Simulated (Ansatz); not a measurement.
The calculation's input:

```
crystal:
  periodic: [false, false, false]
  atoms:
    - {symbol: F, position_ang: [-1.278352, -0.564469, 1.464703]}
    - {symbol: Ge, position_ang: [-0.326157, -0.084870, 0.090830]}
    - {symbol: S, position_ang: [1.785616, -0.050007, 0.731326]}
    - {symbol: S, position_ang: [-1.190394, 1.863115, -0.469987]}
    - {symbol: S, position_ang: [-0.527373, -1.534854, -1.550108]}
    - {symbol: H, position_ang: [1.500762, 0.600550, 1.882432]}
    - {symbol: H, position_ang: [-0.136970, 2.160135, -1.263828]}
    - {symbol: H, position_ang: [0.265066, -2.446800, -0.941169]}
basis:
  gaussian:
    orbitals: def2-TZVPD
hamiltonian:
  xc: pbe0
output: {forces: true, orbitals: {seedname: orbitals}}
```

Run with:

```sh
ansatz run input.yaml --threads 2 --pin off --max-ram 5220MiB --events-out events.jsonl --progress --plain --runs-dir runs
```

Geometry: PBE0-D4/def2-SVP.

Method: isolated molecule in a Gaussian basis; Kohn-Sham density functional theory, functional PBE0 (Ansatz 0.2.0).

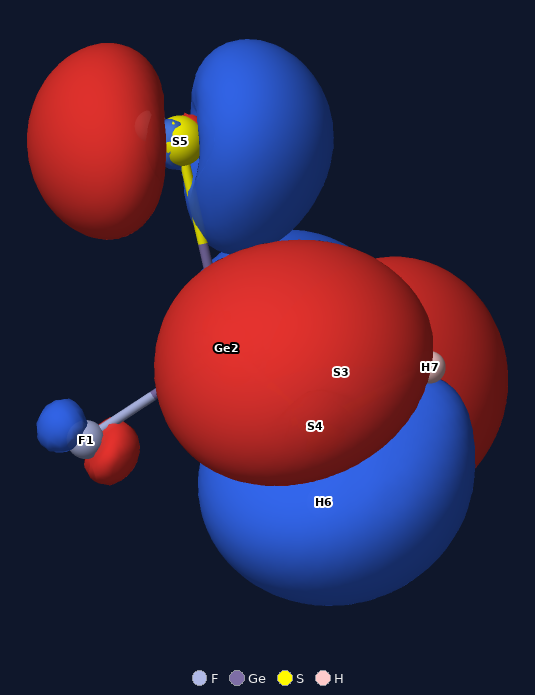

FGeH$_{3}$S$_{3}$ (SMILES [F][Ge]([SH])([SH])[SH]). The HOMO at ±0.06 Å⁻³ᐟ² (blue and red are the two phases), seen at an oblique angle.

> Where does this orbital lie, and at what energy?

Its weight (Hirshfeld) is mainly on S4 (about 45 %), S3 (about 35 %), S5 (about 10 %) and Ge2 (about 5 %); largely a combination of lone pairs on S4, S3 and S5. Its energy is −7.92 eV.
